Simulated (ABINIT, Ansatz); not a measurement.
# Zr (Zirconium): from the cell to the phonon bands

Aim: the phonon dispersion of Zr (Zirconium), checked by a second program.

Method: DFT PBE, scalar-relativistic, plane waves, PseudoDojo norm-conserving pseudopotentials, in ABINIT 10.8.3.

### Step 1. Set-up

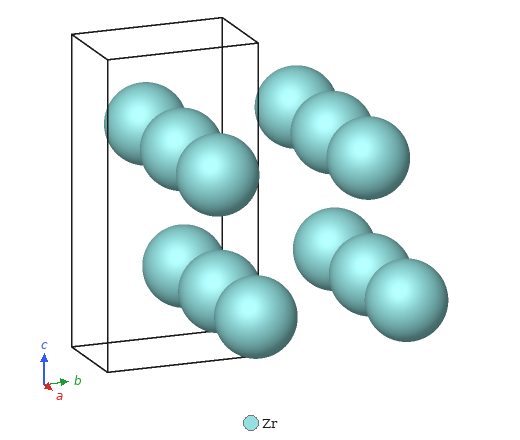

Start, viewed slightly off an axis; zirconium light teal. 3×2×1 cells are drawn.

Coordinates:

```cif
data_structure
_symmetry_space_group_name_H-M 'P 1'
_symmetry_Int_Tables_number 1
_cell_length_a 3.2320
_cell_length_b 3.2320
_cell_length_c 5.1470
_cell_angle_alpha 90.000
_cell_angle_beta 90.000
_cell_angle_gamma 120.000
_cell_volume 46.56
loop_
_atom_site_label
_atom_site_type_symbol
_atom_site_fract_x
_atom_site_fract_y
_atom_site_fract_z
_atom_site_occupancy
Zr1 Zr 0.33333 0.66667 0.25000 1
Zr2 Zr 0.66667 0.33333 0.75000 1
```

### Step 2. A first look

A first run with smearing and empty bands tells whether the crystal has a gap, which decides between fixed occupations and smearing later on.

File probe.abi:

```
# ground state
tolvrs 1.0d-08
prtden 1
prtwf 1

# basis, mesh and filling
ecut 29.0
ngkpt 6 6 4
nshiftk 1
shiftk 0.0 0.0 0.0
istwfk *1
occopt 7
tsmear 0.005
nband 19
nstep 100
diemac 9.0
prtebands 0
prtgsr 0

# cell and atoms
acell 6.107594835 6.107594835 9.726420363
rprim 
    1.0 0.0 0.0
    -0.5 0.8660254038 0.0
    0.0 0.0 1.0
ntypat 1
znucl 40
natom 2
typat 1 1
xred 
    1/3 2/3 0.25
    2/3 1/3 0.75
pp_dirpath "./pseudo"
pseudos "Zr.upf"
```

Launch:

```sh
> OMP_NUM_THREADS=1 mpirun -n 16 abinit probe.abi > probe.log
```

Numbers of over 12 decimals in the logs are rounded to 6 here.

probe.abo, the main output file:

```text
[banners, grids, parts of the stress and lines that vanish by symmetry left out]
- input  file    -> probe.abi
- output file    -> probe.abo
- root for input  files -> probei
[...]
Symmetries : space group P6_3/m m c (#194); Bravais hP (primitive hexag.)
[...]
mpw =        2388          nfft =       43200          nkpt =          21
[...]
== DATASET  1 ==================================================================
[...]
-    --> not optimal distribution: autoparal keyword recommended in input file <--
[...]
cutoff_energies: {ecut:  29.0, pawecutdg:  -1.0, }
[...]
ETOT  1  -101.19384763470    -1.012E+02 1.001E-01 1.738E+01
 ETOT  2  -101.24115716656    -4.731E-02 1.593E-02 1.585E+00
 ETOT  3  -101.24164249402    -4.853E-04 2.378E-03 1.474E-03
 ETOT  4  -101.24164308795    -5.939E-07 1.496E-03 1.877E-05
 ETOT  5  -101.24164309591    -7.966E-09 5.466E-04 3.744E-07
 ETOT  6  -101.24164309612    -2.105E-10 8.060E-04 1.115E-08
 ETOT  7  -101.24164309613    -8.001E-12 2.180E-04 1.973E-10
 At SCF step    7       vres2   =  1.97E-10 < tolvrs=  1.00E-08 =>converged.
[...]
sigma(1 1)=  1.41982313E-05  sigma(3 2)=  0.00000000E+00
  sigma(2 2)=  1.41982310E-05  sigma(3 1)=  0.00000000E+00
  sigma(3 3)= -1.58121899E-05  sigma(2 1)=  0.00000000E+00
[...]
convergence: {deltae: -8.001E-12, res2:  1.973E-10, residm:  2.180E-04, diffor: null, }
etotal    :  -1.01241643E+02
[...]
sigma(1 1)=  1.41982313E-05  sigma(3 2)=  0.00000000E+00
  sigma(2 2)=  1.41982310E-05  sigma(3 1)=  0.00000000E+00
  sigma(3 3)= -1.58121899E-05  sigma(2 1)=  0.00000000E+00
[...]
- sigma(1 1)=  4.17726386E-01  sigma(3 2)=  0.00000000E+00
- sigma(2 2)=  4.17726377E-01  sigma(3 1)=  0.00000000E+00
- sigma(3 3)= -4.65210688E-01  sigma(2 1)=  0.00000000E+00
[...]
fcart      1.1021708610E-29  3.1816932164E-29 -0.0000000000E+00
           strten      1.4198231287E-05  1.4198230958E-05 -1.5812189903E-05
================================================================================

[key lines of the parts left out:]
pressure_GPa:  -1.2341E-01
```

Wall time 4.2 s (16 MPI ranks of Arm Neoverse V1, shared host).

This step gave:

```yaml
volume_per_atom: 23.28 Å³
pressure: -0.1234 GPa
gap_on_the_k_mesh: 0 eV
```

No gap opens on this mesh, so smearing is kept; the printed pressure holds the stress of the finite basis too.

### Step 3. Relaxing the cell and atoms

The harmonic expansion needs vanishing forces, and a free crystal bears no stress, so cell and atoms are brought to rest. Stress is more sensitive to the basis than forces are: the last 3 Ha under the cutoff are smoothed with ecutsm, and the cutoff is raised above that of the later runs.

File relax.abi:

```
# relaxation
ionmov 2
optcell 2
dilatmx 1.08
ntime 40
tolmxf 1.0d-05
tolvrs 1.0d-14
prtwf 0
prtden 0
chksymtnons 0

# basis, mesh and filling
ecut 36.0
ecutsm 3.0
ngkpt 15 15 8
nshiftk 1
shiftk 0.0 0.0 0.0
istwfk *1
occopt 7
tsmear 0.01
nband 19
nstep 100
diemac 1000000.0
prtebands 0
prtgsr 0

# cell and atoms
acell 6.107594835 6.107594835 9.726420363
rprim 
    1.0 0.0 0.0
    -0.5 0.8660254038 0.0
    0.0 0.0 1.0
ntypat 1
znucl 40
natom 2
typat 1 1
xred 
    1/3 2/3 0.25
    2/3 1/3 0.75
pp_dirpath "./pseudo"
pseudos "Zr.upf"
```

Launch:

```sh
> OMP_NUM_THREADS=1 mpirun -n 16 abinit relax.abi > relax.log
```

relax.abo, the main output file:

```text
[banners, grids, parts of the stress and lines that vanish by symmetry left out]
- input  file    -> relax.abi
- output file    -> relax.abo
- root for input  files -> relaxi
[...]
Symmetries : space group P6_3/m m c (#194); Bravais hP (primitive hexag.)
[...]
mpw =        4128          nfft =       77760          nkpt =         135
[...]
== DATASET  1 ==================================================================
[...]
cutoff_energies: {ecut:  36.0, pawecutdg:  -1.0, }
[...]
ETOT  1  -101.19070544405    -1.012E+02 1.667E-01 2.912E+01
 ETOT  2  -101.24306821610    -5.236E-02 2.096E-02 1.187E+00
 ETOT  3  -101.24327986513    -2.116E-04 6.910E-03 5.612E-03
 ETOT  4  -101.24328068391    -8.188E-07 2.942E-03 1.930E-05
 ETOT  5  -101.24328068932    -5.405E-09 2.165E-03 3.946E-07
[...]
At SCF step   10       vres2   =  3.45E-15 < tolvrs=  1.00E-14 =>converged.
[...]
sigma(1 1)= -1.29967888E-05  sigma(3 2)=  0.00000000E+00
  sigma(2 2)= -1.29967891E-05  sigma(3 1)=  0.00000000E+00
  sigma(3 3)= -3.65100499E-05  sigma(2 1)=  0.00000000E+00
[...]
convergence: {deltae: -3.837E-13, res2:  3.454E-15, residm:  5.073E-04, diffor: null, }
etotal    :  -1.01243281E+02
[...]
ETOT  1  -101.24327495325    -1.012E+02 4.423E-04 1.292E-01
[...]
At SCF step    8       vres2   =  6.63E-16 < tolvrs=  1.00E-14 =>converged.
[...]
sigma(1 1)= -7.72434370E-06  sigma(3 2)=  0.00000000E+00
  sigma(2 2)= -7.72434403E-06  sigma(3 1)=  0.00000000E+00
  sigma(3 3)= -2.84694984E-05  sigma(2 1)=  0.00000000E+00
[...]
convergence: {deltae:  5.684E-13, res2:  6.628E-16, residm:  3.507E-05, diffor: null, }
etotal    :  -1.01243294E+02
[...]
ETOT  1  -101.24314842675    -1.012E+02 1.620E-05 1.077E+00
[...]
At SCF step    8       vres2   =  5.34E-15 < tolvrs=  1.00E-14 =>converged.
[...]
sigma(1 1)=  6.57718092E-06  sigma(3 2)=  0.00000000E+00
  sigma(2 2)=  6.57718060E-06  sigma(3 1)=  0.00000000E+00
  sigma(3 3)= -4.96902521E-06  sigma(2 1)=  0.00000000E+00
[...]
convergence: {deltae:  3.467E-12, res2:  5.341E-15, residm:  6.742E-06, diffor: null, }
etotal    :  -1.01243313E+02
[...]
ETOT  1  -101.24331295911    -1.012E+02 4.767E-05 4.379E-03
[...]
At SCF step    8       vres2   =  1.21E-15 < tolvrs=  1.00E-14 =>converged.
[...]
sigma(1 1)=  6.41640031E-06  sigma(3 2)=  0.00000000E+00
  sigma(2 2)=  6.41639998E-06  sigma(3 1)=  0.00000000E+00
  sigma(3 3)= -3.52829669E-06  sigma(2 1)=  0.00000000E+00
[...]
convergence: {deltae:  9.237E-13, res2:  1.207E-15, residm:  2.802E-06, diffor: null, }
etotal    :  -1.01243314E+02
[...]
ETOT  1  -101.24328606051    -1.012E+02 1.830E-01 1.600E-01
[...]
At SCF step    8       vres2   =  3.98E-15 < tolvrs=  1.00E-14 =>converged.
[...]
sigma(1 1)=  1.75182618E-06  sigma(3 2)=  0.00000000E+00
  sigma(2 2)=  1.75182585E-06  sigma(3 1)=  0.00000000E+00
  sigma(3 3)=  1.26437144E-06  sigma(2 1)=  0.00000000E+00
[...]
convergence: {deltae:  3.979E-13, res2:  3.981E-15, residm:  1.335E-06, diffor: null, }
etotal    :  -1.01243318E+02
[...]
ETOT  1  -101.24331697663    -1.012E+02 1.055E-02 5.929E-03
[...]
At SCF step    8       vres2   =  1.15E-16 < tolvrs=  1.00E-14 =>converged.
[...]
sigma(1 1)=  3.28626134E-07  sigma(3 2)=  0.00000000E+00
  sigma(2 2)=  3.28625809E-07  sigma(3 1)=  0.00000000E+00
  sigma(3 3)=  4.33082279E-07  sigma(2 1)=  0.00000000E+00
[...]
convergence: {deltae:  7.105E-14, res2:  1.146E-16, residm:  2.084E-06, diffor: null, }
etotal    :  -1.01243318E+02
[...]
ETOT  1  -101.24331783522    -1.012E+02 4.620E-05 4.240E-04
[...]
ETOT  6  -101.24331789827     3.979E-13 2.358E-07 4.314E-14
 ETOT  7  -101.24331789827    -2.416E-13 1.650E-07 4.845E-16
 At SCF step    7       vres2   =  4.84E-16 < tolvrs=  1.00E-14 =>converged.
[...]
sigma(1 1)=  1.68477539E-09  sigma(3 2)=  0.00000000E+00
  sigma(2 2)=  1.68445093E-09  sigma(3 1)=  0.00000000E+00
  sigma(3 3)=  2.26386418E-08  sigma(2 1)=  0.00000000E+00
[...]
convergence: {deltae: -2.416E-13, res2:  4.845E-16, residm:  1.650E-07, diffor: null, }
etotal    :  -1.01243318E+02
[...]
At Broyd/MD step   7, gradients are converged :
[...]
sigma(1 1)=  1.68477539E-09  sigma(3 2)=  0.00000000E+00
  sigma(2 2)=  1.68445093E-09  sigma(3 1)=  0.00000000E+00
  sigma(3 3)=  2.26386418E-08  sigma(2 1)=  0.00000000E+00
[...]
- sigma(1 1)=  4.95678033E-05  sigma(3 2)=  0.00000000E+00
- sigma(2 2)=  4.95582573E-05  sigma(3 1)=  0.00000000E+00
- sigma(3 3)=  6.66051838E-04  sigma(2 1)=  0.00000000E+00
[...]
fcart     -8.8201478997E-29 -5.0923147641E-29 -0.0000000000E+00
           strten      1.6847753886E-09  1.6844509294E-09  2.2638641845E-08
================================================================================

[key lines of the parts left out:]
pressure_GPa:  -2.5506E-04
Total energy (etotal) [Ha]= -1.01243317898269E+02
```

Elapsed: 2.2 min, on 16 MPI ranks; 35 min of CPU time.

Step by step:

| step | energy less that of the first step (eV) | largest force (eV/Å) | volume (Å³) |
| --- | --- | --- | --- |
| 1 | 0.0000 | 0.0000 | 46.56 |
| 2 | -0.0004 | 0.0000 | 46.65 |
| 3 | -0.0009 | 0.0000 | 46.90 |
| 4 | -0.0009 | 0.0000 | 46.90 |
| 5 | -0.0010 | 0.0000 | 46.87 |
| 6 | -0.0010 | 0.0000 | 46.85 |
| 7 | -0.0010 | 0.0000 | 46.85 |

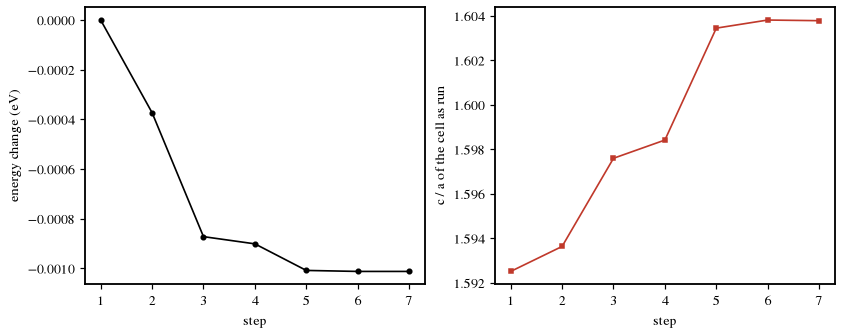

Energy and cell shape along the relaxation.

| conventional cell, symmetrised | before | after | change |
| --- | --- | --- | --- |
| a (Å) | 3.232 | 3.231 | -0.0 % |
| b (Å) | 3.232 | 3.231 | -0.0 % |
| c (Å) | 5.147 | 5.182 | +0.7 % |
| volume (Å³/atom) | 23.28 | 23.42 | +0.6 % |

The relaxed structure:

```
Zr
1.0
     3.23098    0.00000    0.00000
    -1.61549    2.79811    0.00000
     0.00000    0.00000    5.18179
Zr
2
Direct
  0.33333 0.66667 0.25000
  0.66667 0.33333 0.75000
```

Read from the output:

```
volume per atom : 23.42 Å³
pressure        : -2.55e-4 GPa
```

The volume changes by +0.6 % in this run and stands +0.6 % from the first cell.

### Step 4. Self-consistent run for the response

The response is built on these wavefunctions, so the potential is converged far more tightly than an energy would need. Smearing stays on, as the first look found no gap above 0.3 eV.

File gs.abi:

```
# ground state
tolvrs 1.0d-16
prtden 1
prtwf 1

# basis, mesh and filling
ecut 29.0
ngkpt 15 15 8
nshiftk 1
shiftk 0.0 0.0 0.0
istwfk *1
occopt 7
tsmear 0.01
nband 19
nstep 100
diemac 1000000.0
prtebands 0
prtgsr 0

# cell and atoms
acell 6.105669097 6.105669097 9.79216637
rprim 
    1.0 0.0 0.0
    -0.5 0.8660254038 0.0
    0.0 0.0 1.0
ntypat 1
znucl 40
natom 2
typat 1 1
xred 
    1/3 2/3 0.25
    2/3 1/3 0.75
pp_dirpath "./pseudo"
pseudos "Zr.upf"
```

Launch:

```sh
> OMP_NUM_THREADS=1 mpirun -n 16 abinit gs.abi > gs.log
```

gs.abo, the main output file:

```text
[banners, grids, parts of the stress and lines that vanish by symmetry left out]
- input  file    -> gs.abi
- output file    -> gs.abo
- root for input  files -> gsi
[...]
Symmetries : space group P6_3/m m c (#194); Bravais hP (primitive hexag.)
[...]
mpw =        2406          nfft =       43200          nkpt =         135
[...]
== DATASET  1 ==================================================================
[...]
cutoff_energies: {ecut:  29.0, pawecutdg:  -1.0, }
[...]
ETOT  1  -101.19451219831    -1.012E+02 1.262E-01 1.736E+01
 ETOT  2  -101.24265217120    -4.814E-02 4.096E-02 9.610E-01
 ETOT  3  -101.24295642077    -3.042E-04 7.926E-03 1.501E-03
 ETOT  4  -101.24295693989    -5.191E-07 3.216E-03 1.858E-05
 ETOT  5  -101.24295694722    -7.333E-09 1.764E-03 2.652E-07
[...]
ETOT 10  -101.24295694739    -5.116E-13 1.472E-03 1.637E-15
 ETOT 11  -101.24295694739     8.384E-13 3.485E-04 4.397E-17
 At SCF step   11       vres2   =  4.40E-17 < tolvrs=  1.00E-16 =>converged.
[...]
sigma(1 1)=  1.55418668E-05  sigma(3 2)=  0.00000000E+00
  sigma(2 2)=  1.55418665E-05  sigma(3 1)=  0.00000000E+00
  sigma(3 3)=  1.54997658E-05  sigma(2 1)=  0.00000000E+00
[...]
convergence: {deltae:  8.384E-13, res2:  4.397E-17, residm:  3.485E-04, diffor: null, }
etotal    :  -1.01242957E+02
[...]
sigma(1 1)=  1.55418668E-05  sigma(3 2)=  0.00000000E+00
  sigma(2 2)=  1.55418665E-05  sigma(3 1)=  0.00000000E+00
  sigma(3 3)=  1.54997658E-05  sigma(2 1)=  0.00000000E+00
[...]
- sigma(1 1)=  4.57257508E-01  sigma(3 2)=  0.00000000E+00
- sigma(2 2)=  4.57257499E-01  sigma(3 1)=  0.00000000E+00
- sigma(3 3)=  4.56018853E-01  sigma(2 1)=  0.00000000E+00
[...]
fcart     -1.1025184875E-29  1.9096180366E-29 -0.0000000000E+00
           strten      1.5541866815E-05  1.5541866490E-05  1.5499765756E-05
================================================================================

[key lines of the parts left out:]
pressure_GPa:  -4.5684E-01
```

Run time: 16 s. Hardware: 16 MPI ranks; 4.3 min of CPU time.

Read from the output:

| Property | Result |
| --- | --- |
| pressure | -0.4568 GPa |

The cell stands at -0.46 GPa: the relaxation ran with a smoothed and higher cutoff, and the difference is a stress of the finite basis.

(Continued in part 2 of 4.)

[Host names and launcher messages were left out of these logs when they were recorded.]

[Logs are printed without paths, hosts, clocks, repeated set-up lines and the standing remarks that a program may print on its own settings, such as how far it seeks lower states.]

[Hosts, paths, dates, database ids (printed as entryN), source tags and the programs' standing remarks are cut or masked in the printed files.]
